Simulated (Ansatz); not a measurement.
# Molecular dynamics of NaH₁₂BrO₆ (part 1 of 3)

System: NaH₁₂BrO₆ (disordered cell, 20 atoms in the cell).
Method: DFT PBE-D3(BJ), scalar-relativistic, plane waves, PAW, no spin polarisation (Ansatz 0.2.0).

It belongs to a series of runs on one base structure; here: dynamics from the last frame of the run before.

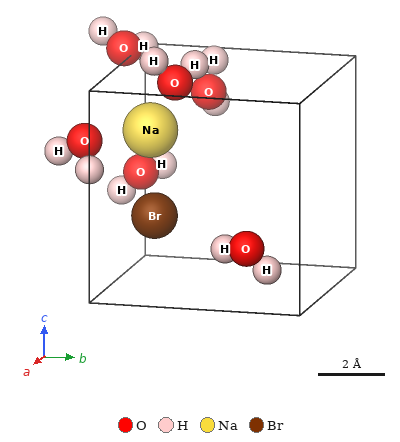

**Figure 1.** The input geometry (spheres-only view of the cell of the calculation, seen slightly off an axis).

Key numbers

| quantity | value |
| --- | --- |
| outcome | finished |
| mean temperature over the second half | 645 K |
| trajectory | 400 steps, 200 fs |
| ensemble | nvt_nose_hoover |
| temperature in the input | 700.0 K |
| time step | 0.5 fs |
| electrons treated | 64 |
| potential energy (free energy of the electrons) (last step) | −7869.7624 eV |
| Fermi energy (last step) | −0.285 eV |
| largest force (length of the vector) (last step) | 4.245 eV/Å |
| hardware | 1 thread of AMD EPYC (Zen 5), 24 GiB of memory available, shared host |
| wall time | 2.8 min |
| peak memory | 0.42 GiB |

Remarks

The input asks for low accuracy. The k-point mesh is coarse for a cell of this size, so the results may not be converged. So short a trajectory is not equilibrated.

Input
```yaml
accuracy: low
crystal:
  lattice:
    - [6.628223, 0.0, 0.0]
    - [0.0, 6.628223, 0.0]
    - [0.0, 0.0, 6.628223]
  atoms:
    - { symbol: O, position: [0.6074062, 0.30300156, -0.03087489] }
    - { symbol: H, position: [0.64733386, 0.21369524, 0.07374845] }
    - { symbol: H, position: [0.48835966, 0.36490617, 0.03072189] }
    - { symbol: O, position: [0.10432908, 0.32884299, 0.81395175] }
    - { symbol: H, position: [0.05763369, 0.34162496, 0.95409054] }
    - { symbol: H, position: [-0.02256532, 0.32594062, 0.73912071] }
    - { symbol: O, position: [0.73250882, 0.90580867, 0.69873967] }
    - { symbol: H, position: [0.69927029, 0.77441332, 0.63551379] }
    - { symbol: H, position: [0.82605971, 0.95393019, 0.58644241] }
    - { symbol: O, position: [0.23148775, 0.04109455, 0.44865597] }
    - { symbol: H, position: [0.07079597, 0.09999893, 0.45027279] }
    - { symbol: H, position: [0.21417006, -0.05595282, 0.35250851] }
    - { symbol: O, position: [0.96550377, 0.7376898, 0.29188284] }
    - { symbol: H, position: [0.88640364, 0.61439487, 0.26606773] }
    - { symbol: H, position: [0.89953903, 0.81809081, 0.18087522] }
    - { symbol: O, position: [0.198071, 0.95182605, 1.01784376] }
    - { symbol: H, position: [0.06063459, 1.00831662, 1.00089045] }
    - { symbol: H, position: [0.1337662, 0.83398077, 1.07776664] }
    - { symbol: Na, position: [0.41692925, 1.13474594, 0.69243363] }
    - { symbol: Br, position: [0.8134749, 0.26004972, 0.38572843] }
basis:
  ecutwfc: 420.0
kpoints:
  mp_grid: { grid: [1, 1, 1] }
hamiltonian:
  xc: pbe
  dispersion: d3bj
scf:
  occupations: { method: fermi_dirac, width: 0.05 }
  lower_state_search: "off"
md:
  timestep: 0.5
  n_steps: 400
  ensemble: nvt_nose_hoover
  temperature: 700.0
  initial_velocities: maxwell_boltzmann
  seed: 549521
  nose_hoover: { tau: 100.0, chain_length: 3 }
```

Run as:
```bash
ansatz run input.yaml --threads 1 --pin off --max-ram 3072MiB --backend cpu --events-out ev --progress --plain --runs-dir out
```

What the program printed
```
Warning: md: disabling space-group detection — thermal motion breaks the input geometry's symmetry, so no spatial operation reduces the k-mesh or symmetrises the density; time reversal is kept, so that k and −k are solved as one point where they differ and the mesh holds both, and exact exchange and, on two spinor components, a DFT+U term hold to it where the run has them: on two components no moment then forms, and a state that bears one, which a typed moment (crystal.atoms[].spin; refused beside efield: under a hybrid functional) reaches, can lie lower, under hf by electronvolts; crystal.symmetry.detect: false (a key that needs symmetry detection or time reversal refuses this as the deck is read) with time_reversal: false beside it drops time reversal too
Engine: ansatz 0.2.0, x86_64-unknown-linux-gnu
Pseudopotentials: kind: paw
Pseudopotential: O, paw, valence charge 6, recommended cutoff 420 eV (normal), O.paw.azcp
Pseudopotential: H, paw, valence charge 1, recommended cutoff 420 eV (normal), H.paw.azcp
Pseudopotential: Na, paw, valence charge 9, recommended cutoff 420 eV (normal), Na.paw.azcp
Pseudopotential: Br, paw, valence charge 7, recommended cutoff 420 eV (normal), Br.paw.azcp
Functional definition: PBE
  parameter kappa = 0.804
  parameter beta = 0.06672455060314922
  exchange = pbe_x(kappa = kappa, mu = beta*pi^2/3)
  correlation = pbe_c(beta = beta)
Crystal: 20 atoms, lattice volume = 291.200 Å³
Basis set: ecut = 420 eV, 5695 PW (Γ), exchange–correlation on 90×90×90 points (8 copies of the dense FFT grid, shifted against one another)
Bands: 52, of which v1, the nominal top of the filled ones, is band 32 counted from 1 (31 counted from 0)
Symmetry: 1 space group operations
k-points: 1
Non-local potential: O, projectors of the file, l = 0: 2, l = 1: 2, l = 2: 1
Non-local potential: H, projectors of the file, l = 0: 2, l = 1: 1
Non-local potential: Na, projectors of the file, l = 0: 3, l = 1: 2, l = 2: 1
Non-local potential: Br, projectors of the file, l = 0: 2, l = 1: 2, l = 2: 2
PAW form: soft (Blöchl's): semilocal exchange-correlation on the pseudo side does not see the compensation charge
PAW one-centre angular grid: O, 110 points (default); XC on 64 Gauss nodes
PAW one-centre angular grid: H, 110 points (default); XC on 64 Gauss nodes
PAW one-centre angular grid: Na, 110 points (default); XC on 64 Gauss nodes
PAW one-centre angular grid: Br, 110 points (default); XC on 64 Gauss nodes
Initial density: superposition of atomic densities (neutral atoms: chi_scale 0, normalization atom), corrected by the library's trained network
Initial wavefunctions: pseudopotential atomic-orbital guess
Functional: x = pbe(κ = 0.804, μ = 0.2195149727645171), c = pbe(β = 0.06672455060314922)
SCF iter   1: F=—  HF=-7869.039826 eV  |F-HF|=—  |Δ(HF+E_count)|=         —  Δρ=3.04e-3  dr2=2.69e-2  ethr=1.77e-3  ⟨swp⟩=6.0  Hψ=237  notcnv=0  defer=9
preconditioner: auto → Resta (q_TF=auto, 2.119 Å⁻¹)  ε∞=2.0  [insulator: Δε(μ)=3.779 eV  Ē_g=17.212 eV  σ=0.050 eV  W_gap=1.00  n_scr=32 (ndim 8)  ℏωp=17.1 eV  f_vac=0.329  D(μ)=0.00/eV (n_scr^D=0)  ε∞_Penn≈2.0]
SCF iter   2: F=—  HF=-7869.028874 eV  |F-HF|=—  |Δ(HF+E_count)|=   1.10e-2  Δρ=1.31e-3  dr2=4.50e-3  ethr=4.21e-5  ⟨swp⟩=2.0  Hψ=84  notcnv=0  defer=12
SCF iter   3: F=—  HF=-7869.027396 eV  |F-HF|=—  |Δ(HF+E_count)|=   1.48e-3  Δρ=5.70e-4  dr2=1.01e-3  ethr=7.02e-6  ⟨swp⟩=2.0  Hψ=69  notcnv=0  defer=12
SCF iter   4: F=—  HF=-7869.027108 eV  |F-HF|=—  |Δ(HF+E_count)|=   2.87e-4  Δρ=1.77e-4  dr2=1.02e-4  ethr=1.59e-6  ⟨swp⟩=2.0  Hψ=68  notcnv=0  defer=12
SCF iter   5: F=—  HF=-7869.027082 eV  |F-HF|=—  |Δ(HF+E_count)|=   2.62e-5  Δρ=4.83e-5  dr2=7.97e-6  ethr=1.59e-7  ⟨swp⟩=2.0  Hψ=61  notcnv=0  defer=12
SCF iter   6: F=—  HF=-7869.027056 eV  |F-HF|=—  |Δ(HF+E_count)|=   2.58e-5  Δρ=1.68e-5  dr2=7.99e-7  ethr=1.25e-8  ⟨swp⟩=2.0  Hψ=63  notcnv=0  defer=12
SCF iter   7: F=—  HF=-7869.027056 eV  |F-HF|=—  |Δ(HF+E_count)|=   4.80e-7  Δρ=1.21e-5  dr2=3.22e-7  ethr=1.25e-9  ⟨swp⟩=2.0  Hψ=67  notcnv=0  defer=12
SCF iter   8: F=-7869.027056 eV  HF=-7869.027056 eV  |F-HF|=1.06e-8  |Δ(HF+E_count)|=   1.07e-7  Δρ=2.30e-6  dr2=1.34e-8  ethr=3.13e-11  ⟨swp⟩=4.0  Hψ=201  notcnv=0
SCF 1 converged in 8 iterations: F = -7869.027056 eV  dr2 = 1.34e-8
  greatest PAW one-centre occupation: 0.999 electrons in one spin orbital (limit 2), on the Na atom at site 18 (counted from 0), in its partial waves of l = 0
md step     0: t =     0.00 fs  T =   700.0 K  F+E_penalty+E_count = -7869.02705588 eV  E_kin = 1.719158 eV  conserved = -7867.30789790 eV  (8 SCF iters)
Initial density: handed on by an earlier stage of this run
Initial wavefunctions: those handed on with the density
iter 1 solved again at ethr=1.39e-5 eV; its pass at ethr=3.10e-3 eV (dr2=8.91e-3 eV) is discarded
SCF iter   1: F=—  HF=-7868.929953 eV  |F-HF|=—  |Δ(HF+E_count)|=         —  Δρ=3.01e-3  dr2=9.06e-3  ethr=1.39e-5  ⟨swp⟩=4.0  Hψ=273  notcnv=0
preconditioner: auto → Resta (q_TF=auto, 2.119 Å⁻¹)  ε∞=2.0  [insulator: Δε(μ)=3.687 eV  Ē_g=17.174 eV  σ=0.050 eV  W_gap=1.00  n_scr=32 (ndim 8)  ℏωp=17.1 eV  f_vac=0.332  D(μ)=0.00/eV (n_scr^D=0)  ε∞_Penn≈2.0]
SCF iter   2: F=—  HF=-7868.929499 eV  |F-HF|=—  |Δ(HF+E_count)|=   4.54e-4  Δρ=1.47e-3  dr2=1.92e-3  ethr=1.39e-5  ⟨swp⟩=2.0  Hψ=70  notcnv=0
SCF iter   3: F=—  HF=-7868.929777 eV  |F-HF|=—  |Δ(HF+E_count)|=   2.78e-4  Δρ=5.58e-4  dr2=4.84e-4  ethr=3.01e-6  ⟨swp⟩=2.0  Hψ=72  notcnv=0
SCF iter   4: F=—  HF=-7868.929759 eV  |F-HF|=—  |Δ(HF+E_count)|=   1.82e-5  Δρ=7.00e-5  dr2=1.70e-5  ethr=7.56e-7  ⟨swp⟩=2.0  Hψ=74  notcnv=0
SCF iter   5: F=—  HF=-7868.929752 eV  |F-HF|=—  |Δ(HF+E_count)|=   7.32e-6  Δρ=3.96e-5  dr2=3.67e-6  ethr=2.65e-8  ⟨swp⟩=2.0  Hψ=78  notcnv=0
SCF iter   6: F=—  HF=-7868.929752 eV  |F-HF|=—  |Δ(HF+E_count)|=   4.64e-7  Δρ=1.37e-5  dr2=4.79e-7  ethr=5.73e-9  ⟨swp⟩=2.0  Hψ=76  notcnv=0
SCF iter   7: F=—  HF=-7868.929752 eV  |F-HF|=—  |Δ(HF+E_count)|=   3.46e-9  Δρ=2.85e-6  dr2=2.42e-8  ethr=7.48e-10  ⟨swp⟩=2.0  Hψ=70  notcnv=0
SCF iter   8: F=-7868.929752 eV  HF=-7868.929752 eV  |F-HF|=2.07e-9  |Δ(HF+E_count)|=   6.48e-9  Δρ=1.18e-6  dr2=3.40e-9  ethr=3.13e-11  ⟨swp⟩=5.0  Hψ=149  notcnv=0
SCF 2 converged in 8 iterations: F = -7868.929752 eV  dr2 = 3.40e-9
md step     1: t =     0.50 fs  T =   661.6 K  F+E_penalty+E_count = -7868.92975152 eV  E_kin = 1.624840 eV  conserved = -7867.30491167 eV  (8 SCF iters)
[... from here on the SCF iterations and repeated set-up lines of each step are left out, up to the last step ...]
md step     2: t =     1.00 fs  T =   646.7 K  F+E_penalty+E_count = -7868.89175683 eV  E_kin = 1.588311 eV  conserved = -7867.30345065 eV  (7 SCF iters)
md step     3: t =     1.50 fs  T =   664.4 K  F+E_penalty+E_count = -7868.93581924 eV  E_kin = 1.631619 eV  conserved = -7867.30421578 eV  (8 SCF iters)
md step     4: t =     2.00 fs  T =   710.3 K  F+E_penalty+E_count = -7869.05070206 eV  E_kin = 1.744394 eV  conserved = -7867.30633845 eV  (7 SCF iters)
md step     5: t =     2.50 fs  T =   771.2 K  F+E_penalty+E_count = -7869.20291753 eV  E_kin = 1.894108 eV  conserved = -7867.30885412 eV  (6 SCF iters)
md step     6: t =     3.00 fs  T =   830.8 K  F+E_penalty+E_count = -7869.35177789 eV  E_kin = 2.040416 eV  conserved = -7867.31141162 eV  (4 SCF iters)
md step     7: t =     3.50 fs  T =   872.5 K  F+E_penalty+E_count = -7869.45673389 eV  E_kin = 2.142907 eV  conserved = -7867.31386306 eV  (4 SCF iters)
md step     8: t =     4.00 fs  T =   882.0 K  F+E_penalty+E_count = -7869.48167668 eV  E_kin = 2.166049 eV  conserved = -7867.31562396 eV  (4 SCF iters)
md step     9: t =     4.50 fs  T =   851.1 K  F+E_penalty+E_count = -7869.40547348 eV  E_kin = 2.090215 eV  conserved = -7867.31518804 eV  (5 SCF iters)
md step    10: t =     5.00 fs  T =   787.3 K  F+E_penalty+E_count = -7869.24449643 eV  E_kin = 1.933523 eV  conserved = -7867.31081957 eV  (8 SCF iters)
md step    11: t =     5.50 fs  T =   720.5 K  F+E_penalty+E_count = -7869.07361925 eV  E_kin = 1.769589 eV  conserved = -7867.30378815 eV  (5 SCF iters)
md step    12: t =     6.00 fs  T =   692.0 K  F+E_penalty+E_count = -7869.00021981 eV  E_kin = 1.699531 eV  conserved = -7867.30036013 eV  (4 SCF iters)
md step    13: t =     6.50 fs  T =   720.3 K  F+E_penalty+E_count = -7869.07405941 eV  E_kin = 1.769009 eV  conserved = -7867.30463622 eV  (4 SCF iters)
md step    14: t =     7.00 fs  T =   781.9 K  F+E_penalty+E_count = -7869.23265671 eV  E_kin = 1.920193 eV  conserved = -7867.31195444 eV  (5 SCF iters)
md step    15: t =     7.50 fs  T =   833.6 K  F+E_penalty+E_count = -7869.36423652 eV  E_kin = 2.047392 eV  conserved = -7867.31622222 eV  (5 SCF iters)
md step    16: t =     8.00 fs  T =   846.9 K  F+E_penalty+E_count = -7869.39684202 eV  E_kin = 2.079857 eV  conserved = -7867.31622481 eV  (4 SCF iters)
md step    17: t =     8.50 fs  T =   818.2 K  F+E_penalty+E_count = -7869.32369061 eV  E_kin = 2.009431 eV  conserved = -7867.31334329 eV  (5 SCF iters)
md step    18: t =     9.00 fs  T =   763.3 K  F+E_penalty+E_count = -7869.18520373 eV  E_kin = 1.874665 eV  conserved = -7867.30945832 eV  (5 SCF iters)
md step    19: t =     9.50 fs  T =   704.8 K  F+E_penalty+E_count = -7869.03883637 eV  E_kin = 1.730890 eV  conserved = -7867.30670473 eV  (5 SCF iters)
md step    20: t =    10.00 fs  T =   659.3 K  F+E_penalty+E_count = -7868.92662106 eV  E_kin = 1.619284 eV  conserved = -7867.30594452 eV  (7 SCF iters)
md step    21: t =    10.50 fs  T =   632.9 K  F+E_penalty+E_count = -7868.86196687 eV  E_kin = 1.554462 eV  conserved = -7867.30597475 eV  (5 SCF iters)
md step    22: t =    11.00 fs  T =   626.0 K  F+E_penalty+E_count = -7868.84485108 eV  E_kin = 1.537501 eV  conserved = -7867.30569181 eV  (4 SCF iters)
md step    23: t =    11.50 fs  T =   639.2 K  F+E_penalty+E_count = -7868.87717261 eV  E_kin = 1.569838 eV  conserved = -7867.30555591 eV  (4 SCF iters)
md step    24: t =    12.00 fs  T =   671.6 K  F+E_penalty+E_count = -7868.95772629 eV  E_kin = 1.649373 eV  conserved = -7867.30645721 eV  (4 SCF iters)
md step    25: t =    12.50 fs  T =   716.7 K  F+E_penalty+E_count = -7869.07057876 eV  E_kin = 1.760157 eV  conserved = -7867.30840332 eV  (4 SCF iters)
md step    26: t =    13.00 fs  T =   762.4 K  F+E_penalty+E_count = -7869.18518872 eV  E_kin = 1.872447 eV  conserved = -7867.31059133 eV  (4 SCF iters)
md step    27: t =    13.50 fs  T =   795.5 K  F+E_penalty+E_count = -7869.26826913 eV  E_kin = 1.953797 eV  conserved = -7867.31217382 eV  (4 SCF iters)
md step    28: t =    14.00 fs  T =   806.9 K  F+E_penalty+E_count = -7869.29691673 eV  E_kin = 1.981795 eV  conserved = -7867.31265887 eV  (4 SCF iters)
md step    29: t =    14.50 fs  T =   795.0 K  F+E_penalty+E_count = -7869.26683844 eV  E_kin = 1.952461 eV  conserved = -7867.31173509 eV  (5 SCF iters)
md step    30: t =    15.00 fs  T =   767.6 K  F+E_penalty+E_count = -7869.19725581 eV  E_kin = 1.885284 eV  conserved = -7867.30914107 eV  (8 SCF iters)
md step    31: t =    15.50 fs  T =   742.8 K  F+E_penalty+E_count = -7869.13289298 eV  E_kin = 1.824270 eV  conserved = -7867.30560160 eV  (5 SCF iters)
md step    32: t =    16.00 fs  T =   742.0 K  F+E_penalty+E_count = -7869.12948638 eV  E_kin = 1.822280 eV  conserved = -7867.30399144 eV  (4 SCF iters)
md step    33: t =    16.50 fs  T =   774.1 K  F+E_penalty+E_count = -7869.21121901 eV  E_kin = 1.901053 eV  conserved = -7867.30674670 eV  (4 SCF iters)
md step    34: t =    17.00 fs  T =   823.9 K  F+E_penalty+E_count = -7869.33862181 eV  E_kin = 2.023395 eV  conserved = -7867.31158070 eV  (5 SCF iters)
md step    35: t =    17.50 fs  T =   864.3 K  F+E_penalty+E_count = -7869.44066131 eV  E_kin = 2.122712 eV  conserved = -7867.31404661 eV  (5 SCF iters)
md step    36: t =    18.00 fs  T =   879.3 K  F+E_penalty+E_count = -7869.47691753 eV  E_kin = 2.159629 eV  conserved = -7867.31309520 eV  (5 SCF iters)
md step    37: t =    18.50 fs  T =   871.3 K  F+E_penalty+E_count = -7869.45531990 eV  E_kin = 2.139739 eV  conserved = -7867.31106794 eV  (4 SCF iters)
```
